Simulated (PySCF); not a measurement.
# C₃H₄F₄SeSi: electronic excitations

What electronic excitations should C₃H₄F₄SeSi (`FC(F)[C@@H]1[Se][C@H](F)[Si@@H]1F`) show?

The runs use PySCF 2.14.0, with density-fitted response routines of our own; the level of theory stands in each step. All values are computed, except where a source is named. Atoms count from 0, in the outputs and in this text.

**1. Starting geometry**

13 atoms, charge 0, multiplicity 1; geometry from: GFN2-xTB.

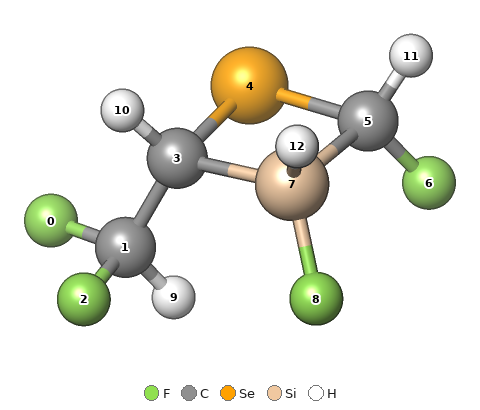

As it starts; fluorine green, carbon grey, selenium orange, silicon light orange, hydrogen white, atoms numbered.

**2. Ultraviolet spectrum: wB97X-D/def2-SVPD**

Job settings and geometry (Å):

```
{"job": {"kind": "uv", "xc": "wB97X-D", "basis": "def2-SVPD", "nstates": 8, "ntriplets": 3}, "charge": 0, "multiplicity": 1}
F     -2.329413    -1.573598    -0.789485
C     -1.745983    -0.514234    -0.178276
F     -2.583927     0.538204    -0.367916
C     -0.397535    -0.219510    -0.788970
Se     0.919729    -1.673473    -0.400695
C      1.899760    -0.217042     0.575151
F      1.958179    -0.465760     1.917343
Si     0.627842     1.148416     0.074140
F     -0.124172     1.680173     1.382856
H     -1.711096    -0.726073     0.899867
H     -0.527574    -0.116232    -1.867366
H      2.931662    -0.144515     0.225464
H      1.078141     2.284130    -0.699841
```

With the program's defaults for keys left out, this is: TDDFT wB97X-D/def2-SVPD, vertical, gas phase, core orbitals frozen in the response.

Run with:

```sh
OMP_NUM_THREADS=1 python probes_run.py task.json out
```

One launch serves the whole session: the jobs run in the order shown.

What will the session give for the following? lowest singlet (wB97X-D/def2-SVPD); brightest single state of those computed; lowest triplet; surface potential, least and greatest. Wanted: lowest singlet; brightest single state of those computed; lowest triplet; surface potential, least and greatest.

The runs gave:

| quantity | value |
| --- | --- |
| lowest singlet (wB97X-D/def2-SVPD) | 4.37 eV (284 nm), f = 0.001 |
| brightest single state of those computed | state 6, 6.99 eV, f = 0.060 |
| lowest triplet | 3.93 eV |
| surface potential, least and greatest | -0.78 V and 2.07 V |

In words: The lowest singlet, at 4.37 eV, is HOMO→LUMO 0.94 and is dark; of the 8 states computed, the strongest absorption comes from states 6 to 7 together at 6.99 eV. The lowest triplet lies 0.43 eV below the lowest singlet (triplets in Tamm-Dancoff, singlets in full TDDFT).
